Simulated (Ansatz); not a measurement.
# Lattice dynamics of Ti3InC (Pm-3m), part 2 of 2

How does Ti3InC (Pm-3m) vibrate, and is this structure a minimum?

Ansatz 0.2.0; DFT PBEsol, scalar-relativistic, plane waves, PAW; PAW set soft_1.

So far. Step 3 (Relaxing to small forces for the phonons): The forces vanish by symmetry and the pressure is 0.009 GPa, within the tolerances set. The cell now holds 14.80 Å³/atom. The relaxed cell has a = 4.198 Å (conventional setting).

## 4. Linear response at the zone centre

The zone centre comes first: it holds the modes that light can see, as far as symmetry allows. No field response is asked, since the mesh shows no gap.

input.yaml reads:

```yaml
crystal:
  lattice:
    - [4.1984094023, 0.0, 0.0]
    - [0.0, 4.1984094023, 0.0]
    - [0.0, 0.0, 4.1984094023]
  atoms:
    - { symbol: Ti, position: [0.5, 0.5, 0.0] }
    - { symbol: Ti, position: [0.5, 0.0, 0.5] }
    - { symbol: Ti, position: [0.0, 0.5, 0.5] }
    - { symbol: In, position: [0.0, 0.0, 0.0] }
    - { symbol: C, position: [0.5, 0.5, 0.5] }
kpoints:
  mp_grid: { grid: [8, 8, 8] }
hamiltonian:
  xc: pbesol
  pseudopotentials: { kind: paw, azcp: { folder: soft_1 }, xc_functional: pbe }
scf:
  occupations: { method: methfessel_paxton, width: 0.2 }
output:
  eigenvalues: true
phonons:
  method: dfpt
```

Started as:

```sh
ansatz run input.yaml --threads 4 --pin off --max-ram 10240MiB --backend cpu --events-out ev --progress --plain --runs-dir out
```

Numbers of over 12 decimals in the logs are rounded to 6 here.

The program printed:

```text
zone centre: on kpoints.mp_grid the ground state, and the responses unless they are solved on pairs of k-points, stand on 125 of the mesh's 512 k-points, reduced under 8 symmetry operations, with k and −k counted as one. Each operation leaves every solved displacement unchanged or reverses it
[...]
Crystal: 5 atoms, lattice volume = 74.004 Å³
Basis set: ecut = 420 eV, 1419 PW (Γ), exchange–correlation on 60×60×60 points (8 copies of the dense FFT grid, shifted against one another)
Bands: 32, of which v1, the nominal top of the filled ones, is band 27 counted from 1 (26 counted from 0)
Symmetry: 48 space group operations
k-points: 125 of 512 (irreducible under 8 space group operations)
[...]
SCF iter   1: F=—  HF=-13199.378667 eV  |F-HF|=—  |Δ(HF+E_count)|=         —  Δρ=8.08e-2  dr2=9.05e0  ethr=3.10e-3  ⟨swp⟩=4.2  Hψ=13112  notcnv=0
[...]
SCF iter  11: F=-13196.999207 eV  HF=-13196.999207 eV  |F-HF|=1.82e-12  |Δ(HF+E_count)|=  1.64e-11  S|Δr|=    0.00e0  Δρ=7.51e-8  dr2=2.75e-12  ethr=1.00e-12  ⟨swp⟩=5.8  Hψ=16288  notcnv=0
SCF 1 converged in 11 iterations: F = -13196.999207 eV  dr2 = 2.75e-12
[...]
DFPT response loops at Γ: preconditioner auto → Kerker (q_TF=auto, 2.581 Å⁻¹) (partly filled bands, converged f_vac=0.000); β = 1.00, the filter's whole step (`scf.mixing.beta` (0.50) is not read by the response loops under this deck's `scf.mixing.preconditioner`; to damp them name `kerker` or `kerker_dos`, under which they read `scf.mixing.beta`, and type it under 1.00, their step now; both keys bind the ground state too); Broyden in place of MSR1
SCF converged after 11 iterations
[...]
Free energy (F): -13196.999207 eV
[...]
Internal energy: -13196.997304 eV  (E = F + TS)
E sigma→0 (E₀):  -13196.998731 eV
Entropy (-TS):   -0.001903 eV (-0.381 meV/atom)
Fermi energy:    14.207264 eV
Step filling:    the computed levels leave a gap of 0.0000 eV = 0.0 smearing widths at the electron count; against every level under it full and every level over it empty, smearing changes F+E_penalty+E_count by -2.062 meV and its σ→0 estimate by -1.587 meV
[...]
--- Band table (eV; the first three rows and the last of 125) ---
  k-point 0: bands = [... 23 lower, 12.7273, 12.8155, 12.8155, 12.8155, 15.6761, 15.6761, 15.6761, 16.2810, ... 1 higher]
  k-point 1: bands = [... 23 lower, 12.8223, 12.8223, 12.8485, 12.8503, 15.4512, 15.5312, 15.5312, 15.6053, ... 1 higher]
  k-point 2: bands = [... 23 lower, 12.7553, 12.7553, 12.9413, 13.1876, 14.8489, 15.4292, 15.4691, 15.4691, ... 1 higher]
  k-point 124: bands = [... 23 lower, 12.5104, 12.5104, 14.5274, 14.5274, 14.5274, 14.5639, 14.5639, 14.5639, ... 1 higher]
--- Phonons (Γ-DFPT): 4 representative perturbations + reference, on 125 of 512 k-points (Σ response iterations 13) ---
  k mesh reduced under 8 symmetry operations, with k and −k counted as one. Each operation leaves every solved displacement unchanged or reverses it
  ASR residual: 3.488e-5 → 0.000e0 eV/Å²; symmetrization residual: 3.539e-6 eV/Å²
  ASR residual per site (eV/Å²): 3.49e-5 3.49e-5 3.49e-5 1.48e-6 6.75e-6
  Γ frequencies (cm⁻¹): 0.00 0.00 0.00 168.60 168.60 168.60 241.48 241.48 241.48 269.31 269.31 269.31 661.72 661.72 661.72
  non-analytic LO–TO correction: not included (Born effective charges unavailable; polar crystals: no LO–TO splitting at Γ)
```

It took 48 s on 4 threads of Arm Neoverse V1, shared host; peak memory 1.4 GiB.

Numbers from this step:

| Item | Value |
| --- | --- |
| sum-rule residual before enforcement | 3.49e-5 eV/Å² |
| point group | m-3m |
| highest optical mode at the zone centre (no LO-TO term) | 661.7 cm⁻¹ |
| lowest optical zone-centre mode | 168.6 cm⁻¹ |

Patterns of degenerate modes are one choice out of their space. Modes at Γ, with each element's share of the kinetic energy:

```tsv
mode	frequency (cm⁻¹)	symmetry	Ti %	In %	C %
1	0.0	acoustic	53	42	4
2	0.0	acoustic	53	42	4
3	0.0	acoustic	53	42	4
4	168.6	T1u	40	54	6
5	168.6	T1u	40	54	6
6	168.6	T1u	40	54	6
7	241.5	T1u	86	4	11
8	241.5	T1u	86	4	11
9	241.5	T1u	86	4	11
10	269.3	T2u	100	0	0
11	269.3	T2u	100	0	0
12	269.3	T2u	100	0	0
13	661.7	T1u	21	0	79
14	661.7	T1u	21	0	79
15	661.7	T1u	21	0	79
```

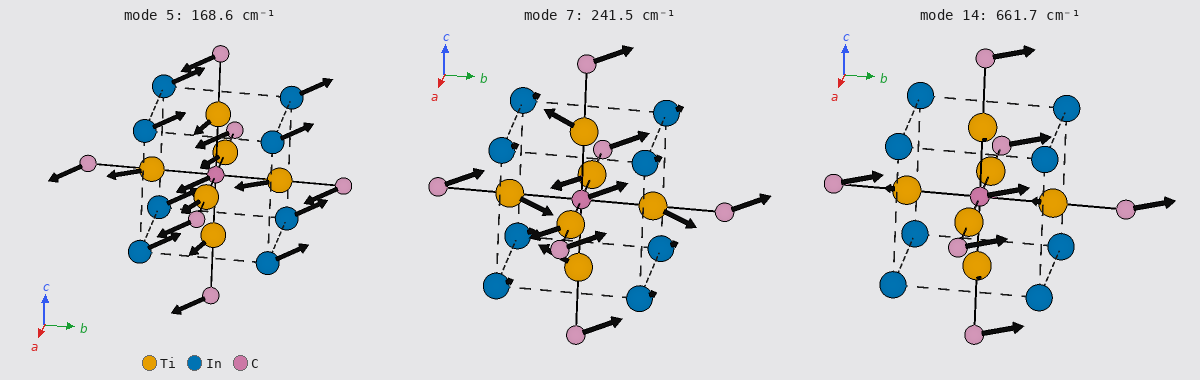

Displacement patterns of modes 5, 7 and 14 at Γ; arrows are exaggerated. Some periodic images of atoms are drawn too.

Before it was imposed, the acoustic sum rule was missed by 3.5e-5 eV/Å². Small misses are needed for a sound result but don't prove that mesh and cutoff are converged. The lowest optical mode is real, 169 cm⁻¹.

## 5. Phonons on a q mesh

Stability and thermal properties need the whole zone. Linear response on a 4×4×4 q mesh gives force constants as far as a supercell of that size would.

Changes to input.yaml since step 4:

```diff
@@ -22 +22,8 @@
   method: dfpt
+  qmesh: [4, 4, 4]
+  temperatures: { t_max: 1000, t_step: 50 }
+  qpath:
+    path:
+      - [[0.0, 0.0, 0.0], [0.0, 0.5, 0.0], [0.5, 0.5, 0.0], [0.0, 0.0, 0.0], [0.5, 0.5, 0.5], [0.0, 0.5, 0.0]]
+      - [[0.5, 0.5, 0.5], [0.5, 0.5, 0.0]]
+    npoints: 10
```

The program printed:

```text
[...]
Crystal: 5 atoms, lattice volume = 74.004 Å³
Basis set: ecut = 420 eV, 1419 PW (Γ), exchange–correlation on 60×60×60 points (8 copies of the dense FFT grid, shifted against one another)
Bands: 32, of which v1, the nominal top of the filled ones, is band 27 counted from 1 (26 counted from 0)
Symmetry: 48 space group operations
k-points: 35 of 512
[...]
SCF iter   1: F=—  HF=-13199.378670 eV  |F-HF|=—  |Δ(HF+E_count)|=         —  Δρ=8.08e-2  dr2=9.05e0  ethr=3.10e-3  ⟨swp⟩=4.1  Hψ=3653  notcnv=0
[...]
SCF iter  11: F=-13196.999207 eV  HF=-13196.999207 eV  |F-HF|=1.82e-12  |Δ(HF+E_count)|=  2.73e-11  S|Δr|=    0.00e0  Δρ=7.50e-8  dr2=2.74e-12  ethr=1.00e-12  ⟨swp⟩=5.8  Hψ=4579  notcnv=0
SCF 1 converged in 11 iterations: F = -13196.999207 eV  dr2 = 2.74e-12
[...]
phonons: the bands overlap, so this run is a metal and interpolates without the dipole-dipole term. If the crystal is really an insulator or semiconductor, its LO-TO splitting is missing
NSCF: frozen V_eff on 35 k-points
[...]
DFPT response loops at q = (0, 0, 0) (fractional): preconditioner auto → Kerker (q_TF=auto, 2.581 Å⁻¹) (partly filled bands, converged f_vac=0.000); β = 1.00, the filter's whole step (`scf.mixing.beta` (0.50) is not read by the response loops under this deck's `scf.mixing.preconditioner`; to damp them name `kerker` or `kerker_dos`, under which they read `scf.mixing.beta`, and type it under 1.00, their step now; both keys bind the ground state too); Broyden in place of MSR1
[...]
SCF converged after 11 iterations
[...]
Free energy (F): -13196.999207 eV
[...]
Internal energy: -13196.997304 eV  (E = F + TS)
E sigma→0 (E₀):  -13196.998731 eV
Entropy (-TS):   -0.001903 eV (-0.381 meV/atom)
Fermi energy:    14.207264 eV
[...]
--- Band table (eV; the first three rows and the last of 35) ---
  k-point 0: bands = [... 23 lower, 12.7273, 12.8155, 12.8155, 12.8155, 15.6761, 15.6761, 15.6761, 16.2810, ... 1 higher]
  k-point 1: bands = [... 23 lower, 12.8223, 12.8223, 12.8485, 12.8503, 15.4512, 15.5312, 15.5312, 15.6053, ... 1 higher]
  k-point 2: bands = [... 23 lower, 12.7553, 12.7553, 12.9413, 13.1876, 14.8489, 15.4292, 15.4691, 15.4691, ... 1 higher]
  k-point 34: bands = [... 23 lower, 12.5104, 12.5104, 14.5274, 14.5274, 14.5274, 14.5639, 14.5639, 14.5639, ... 1 higher]
--- Phonons (Γ-DFPT): 4 representative perturbations + reference (Σ response iterations 13) ---
  ASR residual: 3.004e-5 → 0.000e0 eV/Å²; symmetrization residual: 2.953e-6 eV/Å²
  ASR residual per site (eV/Å²): 3.00e-5 3.00e-5 3.00e-5 6.38e-7 6.28e-6
[...]
--- Phonons (arbitrary-q DFPT): 10 irreducible q on the 4×4×4 mesh ---
  q = [0.0000, 0.0000, 0.0000] (star 1, of the zone-centre solve; hermiticity 2.84e-7, symmetrization 3.79e-12): -0.00 -0.00 0.00 168.60 168.60 168.60 241.48 241.48 241.48 269.31 269.31 269.31 661.72 661.72 661.72
  q = [0.0000, 0.0000, 0.2500] (star 6, 9 solved perturbations in 1560 linear systems a pass and spin channel, the states on 200 of 512 k-point pairs; hermiticity 5.60e-7, symmetrization 7.94e-13): 73.67 73.67 107.36 167.66 167.66 189.34 237.85 237.85 247.31 254.85 254.85 281.63 646.69 657.79 657.79
[...]
q = [0.0000, 0.2500, -0.5000] (star 12, 15 solved perturbations on 200 of 512 k-point pairs; hermiticity 4.92e-7, symmetrization 2.50e-14): 100.86 122.47 128.35 159.58 167.40 200.59 206.02 217.46 227.40 256.62 274.91 337.74 617.78 634.16 649.34
[...]
sum rule: each row above includes the acoustic sum rule's correction from the zone centre's row sums; it moved no ω² by more than (0.41 cm⁻¹)²
  mesh force constants: q→R imaginary residual 8.63e-19; ASR residual 3.004e-5 → 0.000e0 eV/Å²; symmetrization residual 1.776e-14 eV/Å²
  interpolated dispersion: 62 rows × 15 modes
  density of states and harmonic sums: on the 16×16×16 q-mesh, interpolated from the force constants of a 4×4×4 supercell (no non-analytic term)
  largest difference from the sums on the solved wave vectors: F 1.16e-2 eV, S 1.55e-5 and C_V 3.98e-6 eV/K
  zero-point energy: 0.266570 eV/cell   skipped modes (ω ≤ 0): 3   left out of the sums: 4.88e-5 of the cell's modes: C_V's classical limit lies that fraction below 3 k_B per atom; for a crystal, a wire or a layer, F and S can be off by more, and a phonons.interpolated_qmesh denser along its periods is the remedy for the sampling
```

It took 21 min on 4 threads; peak memory 3.3 GiB.

Numbers from this step:

```
sum-rule residual before enforcement                       : 3.00e-5 eV/Å²
lowest frequency on the path                               : 0 cm⁻¹
highest frequency on the path or at a solved wavevector    : 661.7 cm⁻¹
mean frequency                                             : 286.7 cm⁻¹
Debye temperature (second moment)                          : 634 K
logarithmic mean frequency                                 : 237.4 cm⁻¹
lowest mode on the q mesh (acoustic modes at Γ apart)      : 73.67 cm⁻¹
zero-point energy per atom                                 : 53.31 meV
heat capacity at 300 K                                     : 20.78 J/(mol atoms K)
vibrational entropy at 300 K                               : 24.11 J/(mol atoms K)
edges of the widest gap between branches, on path and mesh : 387.2, 611.2 cm⁻¹
```

Frequencies (cm⁻¹) solved at each irreducible wavevector; negative means imaginary. Frequencies by wavevector, by row:

```tsv
q in reciprocal lattice units	star	mode 1	mode 2	mode 3	mode 4	mode 13	mode 14	mode 15
0 0 0	1	0	0	0	168.6	661.7	661.7	661.7
0 0 0.25	6	73.7	73.7	107.4	167.7	646.7	657.8	657.8
0 0 -0.5	3	121	121	143.1	162.2	626.7	654.5	654.5
0 0.25 0.25	12	81.5	97.5	132.9	167.9	639.5	640.8	654
0 0.25 -0.5	12	100.9	122.5	128.3	159.6	617.8	634.2	649.3
0 -0.5 -0.5	3	95.5	95.5	98.1	137.7	611.2	611.2	646.1
0.25 0.25 0.25	8	95.7	95.7	138.5	170.9	632.8	637.1	637.1
0.25 0.25 -0.5	12	106.5	113.2	114.3	160.1	614.4	631.5	633.1
0.25 -0.5 -0.5	6	99.5	99.5	121.7	122.6	612.2	612.2	631.9
-0.5 -0.5 -0.5	1	106.2	106.2	106.2	145.7	615.4	615.4	615.4
```

Interpolated from a 4×4×4 q mesh. The phonon branches at the labelled points (cm⁻¹):

```tsv
point	branch 1	branch 2	branch 3	branch 4	branch 12	branch 13	branch 14	branch 15
Γ	0	0	0	169	269	662	662	662
X	121	121	143	162	332	627	654	654
M	96	96	98	138	355	611	611	646
Γ	0	0	0	169	269	662	662	662
R	106	106	106	146	387	615	615	615
X	121	121	143	162	332	627	654	654
jump to R	106	106	106	146	387	615	615	615
M	96	96	98	138	355	611	611	646
```

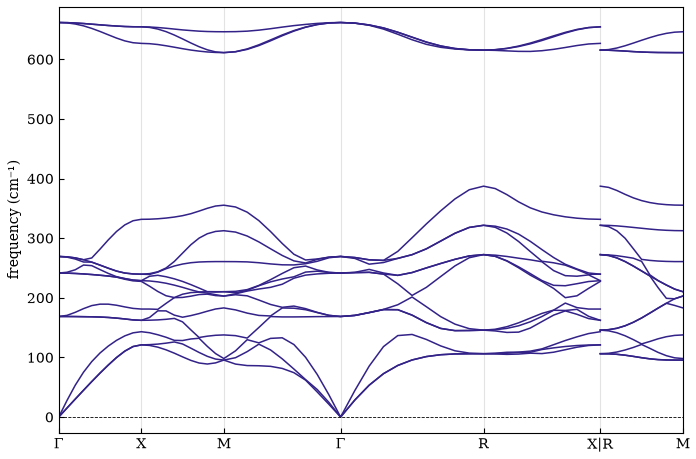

Phonon branches along the path.

The phonon density of states has structure finer than the step of the table below, so its rows give means over 50 cm⁻¹, whole bins alone (the curve runs from 5 to 665 cm⁻¹). Peaks (cm⁻¹: height): 105.0: 0.0621, 175.0: 0.0958, 235.0: 0.0897, 255.0: 0.0808, 645.0: 0.0711.

Tetrahedra on a 16×16×16 mesh, mean over bins of 10 cm-1. Interpolated from a 4×4×4 q mesh. The phonon density of states by wavenumber; means over each step:

```tsv
wavenumber (cm⁻¹)	phonon density of states (1/cm⁻¹/cell)
50	0.00342
100	0.0451
150	0.0427
200	0.0497
250	0.0687
300	0.0190
350	0.0113
400	1.9e-4
450	0
500	0
550	0
600	0.0179
```

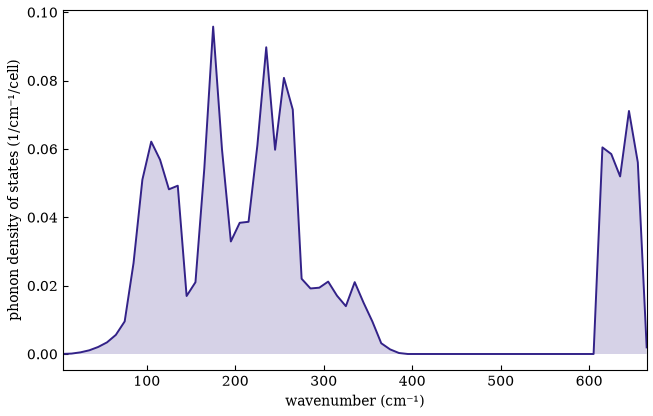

Phonon density of states, plotted against wavenumber.

The partial phonon density of states has structure finer than the step of the table below, so its rows give means over 50 cm⁻¹, whole bins alone (the curve runs from -10 to 692 cm⁻¹). Peaks (cm⁻¹: height): C 621.0: 0.0592, 647.4: 0.0577; In 109.1: 0.0444, 170.9: 0.0186; Ti 175.3: 0.0644, 237.1: 0.0753, 259.2: 0.0805, 647.4: 0.0123.

Phonopy on the run's constants, 13x13x13 mesh, Gaussian sigma 5.0 cm-1. Interpolated from a 4×4×4 q mesh. Partial phonon density of states against wavenumber; means over each step; values in 1/cm⁻¹/cell:

```tsv
wavenumber (cm⁻¹)	C	In	Ti
50	1.0e-4	0.00180	0.00166
100	1.9e-4	0.0310	0.0134
150	8.1e-4	0.0173	0.0248
200	0.00108	0.00645	0.0425
250	0.00305	0.00333	0.0618
300	0.00125	5.5e-5	0.0177
350	3.1e-4	0	0.0110
400	2.6e-6	0	2.2e-4
450	0	0	0
500	0	0	0
550	0	0	0
600	0.0174	4.8e-6	5.6e-4
650	0.0358	7.6e-6	0.00622
```

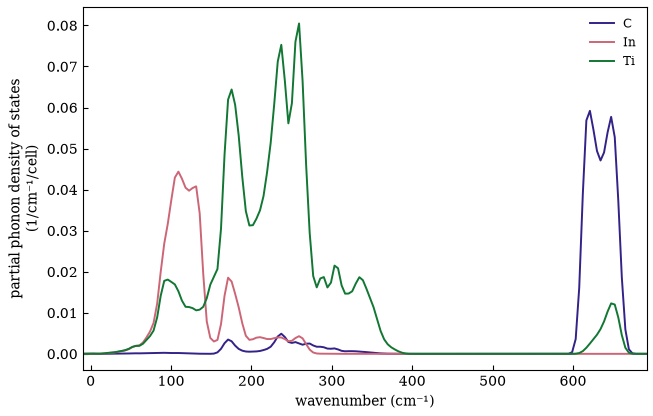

Partial phonon density of states, plotted against wavenumber.

Harmonic thermodynamic functions per atom, from the density of states. Interpolated from a 4×4×4 q mesh. Thermodynamic functions, by row:

```tsv
T (K)	F_vib (meV/atom)	S (J/mol-atom/K)	C_V (J/mol-atom/K)
0	53.31	0	0
50	53.14	1.388	3.723
100	51.22	6.272	10.79
200	39.36	16.27	17.75
300	18.27	24.11	20.78
400	-10.06	30.32	22.31
500	-44.2	35.4	23.16
600	-83.16	39.67	23.66
700	-126.2	43.34	23.98
800	-172.8	46.56	24.19
900	-222.6	49.42	24.34
1000	-275.2	51.99	24.45
```

Harmonic mean-square displacement, third of the trace. Interpolated from a 4×4×4 q mesh. Mean square displacements, by row:

```tsv
T (K)	Ti1 U_eq (Å²)	Ti2 U_eq (Å²)	Ti3 U_eq (Å²)	In4 U_eq (Å²)	C5 U_eq (Å²)
0	0.00174	0.00174	0.00174	0.00122	0.00271
100	0.00219	0.00219	0.00219	0.00191	0.0029
300	0.00469	0.00469	0.00469	0.00484	0.00413
600	0.00898	0.00898	0.00898	0.0095	0.00681
```

Symmetry leaves 10 wavevectors to solve. The lowest mode among them, the acoustic zeros apart, lies at q = (0, 0, 0.25) and is real, 73.7 cm⁻¹.

## 6. Another isotope, element C, natural mass 12.011 amu

An isotope changes the mass and not the force constants, so no new electronic calculation is needed; the shifts show which modes move this element.

The same force constants with the mass of C changed from 12.011 to 13.003 u (phonopy, no LO-TO term). Both lists are sorted by frequency; levels can cross, so a row need not hold one and the same mode. Modes under 3 cm⁻¹ are left out. Isotope shifts, by row, the first 40 of 57 rows:

```tsv
q	rank	natural mass (cm⁻¹)	changed mass (cm⁻¹)
0 0 0	4	168.6	168.2
0 0 0	5	168.6	168.2
0 0 0	6	168.6	168.2
0 0 0	7	241.5	240.4
0 0 0	8	241.5	240.4
0 0 0	9	241.5	240.4
0 0 0	10	269.3	269.3
0 0 0	11	269.3	269.3
0 0 0	12	269.3	269.3
0 0 0	13	661.7	641.5
0 0 0	14	661.7	641.5
0 0 0	15	661.7	641.5
0 0 0.25	1	73.67	73.57
0 0 0.25	2	73.67	73.57
0 0 0.25	3	107.4	107.3
0 0 0.25	4	167.7	167.2
0 0 0.25	5	167.7	167.2
0 0 0.25	6	189.3	189.3
0 0 0.25	7	237.8	236.9
0 0 0.25	8	237.8	236.9
0 0 0.25	9	247.3	247.3
0 0 0.25	10	254.8	254.8
0 0 0.25	11	254.8	254.8
0 0 0.25	12	281.6	280.3
0 0 0.25	13	646.7	624.8
0 0 0.25	14	657.8	637.6
0 0 0.25	15	657.8	637.6
0 0 -0.5	1	121	121
0 0 -0.5	2	121	121
0 0 -0.5	3	143.1	143.1
0 0 -0.5	4	162.2	161.4
0 0 -0.5	5	162.2	161.4
0 0 -0.5	6	181.1	181.1
0 0 -0.5	7	227.5	227.5
0 0 -0.5	8	228.7	228.7
0 0 -0.5	9	228.7	228.7
0 0 -0.5	10	239.6	238.7
0 0 -0.5	11	239.6	238.7
0 0 -0.5	12	331.6	331.6
0 0 -0.5	13	626.7	602.3
```

A mode of this element alone would shift by -3.89 %. The highest zone-centre frequency without the field goes from 661.7 to 641.5 cm⁻¹ (-3.1 %). The product of the frequency ratios over all optical modes at Γ is 0.893; the product rule, (m/m′)^(3k/2) (M′/M)^(3/2) with k = 1 such atoms and M the mass of the cell, gives 0.893.

## 7. Another isotope, element In, natural mass 114.818 amu

The same for In, from 114.82 to 112.90 u.

A mode of this element alone would shift by +0.84 %. The highest zone-centre frequency without the field goes from 661.7 to 661.7 cm⁻¹ (+0.0 %). The product of the frequency ratios over all optical modes at Γ is 1.015; the product rule, (m/m′)^(3k/2) (M′/M)^(3/2) with k = 1 such atoms and M the mass of the cell, gives 1.015.

## 8. Isotope substitution, element Ti, natural mass 47.867 amu

The same for Ti, from 47.87 to 49.94 u.

A mode of this element alone would shift by -2.10 %. The highest zone-centre frequency without the field goes from 661.7 to 658.9 cm⁻¹ (-0.4 %). The product of the frequency ratios over all optical modes at Γ is 0.855; the product rule, (m/m′)^(3k/2) (M′/M)^(3/2) with k = 3 such atoms and M the mass of the cell, gives 0.855.

## 9. Results

* space group after relaxation (within 0.01 Å): Pm-3m
* volume per atom: 14.8 Å³
* electronic character: no gap on this mesh
* highest optical mode at the zone centre (no LO-TO term): 662 cm⁻¹
* lowest optical zone-centre mode: 169 cm⁻¹
* lowest mode on the q mesh (acoustic modes at Γ apart): 73.7 cm⁻¹
* highest frequency on the path or at a solved wavevector: 662 cm⁻¹
* zero-point energy per atom: 53.3 meV
* heat capacity at 300 K: 20.8 J/(mol atoms K)
* vibrational entropy at 300 K: 24.1 J/(mol atoms K)
* Debye temperature (second moment): 634 K
* imaginary modes on the 4×4×4 q mesh: none

In words: The structure is a minimum as far as tested: no mode is imaginary at the 10 irreducible wavevectors of the 4×4×4 mesh, and the softest away from the acoustic zeros lies at 74 cm⁻¹. The optical modes at Γ span 169 to 662 cm⁻¹. The highest mode in this list at Γ, 661.7 cm⁻¹, is mostly motion of C (79 % of the kinetic energy). On the path and the mesh, the widest gap between branches runs from 387 to 611 cm⁻¹. With no gap, or one that is small against the smearing, the frequencies hang on the k mesh and the smearing, most of all near Kohn anomalies. The phonon runs are without spin polarisation, although the cell has an odd electron count. The PAW files were made for PBE and serve the other functionals too. These are harmonic frequencies at zero temperature: anharmonic shifts, linewidths and thermal expansion are left out.

[Logs are printed without paths, hosts, clocks, repeated set-up lines and the standing remarks that a program may print on its own settings, such as how far it seeks lower states.]

[Hosts, paths, dates, database ids (printed as entryN), source tags and the programs' standing remarks are cut or masked in the printed files.]
